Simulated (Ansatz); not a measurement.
# HfB2, response to strain

Start from HfB2 (space group P6/mmm, No. 191; a = 3.1278 Å, c = 3.4461 Å; relaxed with 0.1 eV smearing). Axes: x lies along a and z along c of the hexagonal cell.

Strains are applied to the cell and any free atomic positions relax.

Level of theory: plane-wave PAW DFT at the PBEsol level (Ansatz, a program for electronic structure, 420 eV), scalar-relativistic without spin-orbit coupling.

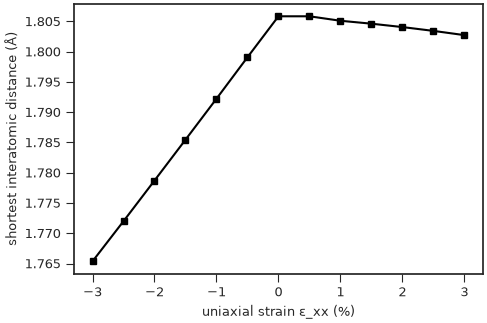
Shortest interatomic distance against uniaxial strain ε_xx

```csv
uniaxial strain ε_xx (%),shortest interatomic distance
-3,1.765 Å
-2.5,1.772 Å
-2,1.779 Å
-1.5,1.785 Å
-1,1.792 Å
-0.5,1.799 Å
0.5,1.806 Å
1,1.805 Å
1.5,1.805 Å
2,1.804 Å
2.5,1.803 Å
3,1.803 Å
```

Whether these cells are dynamically stable was not tested. All final runs are without spin polarisation.
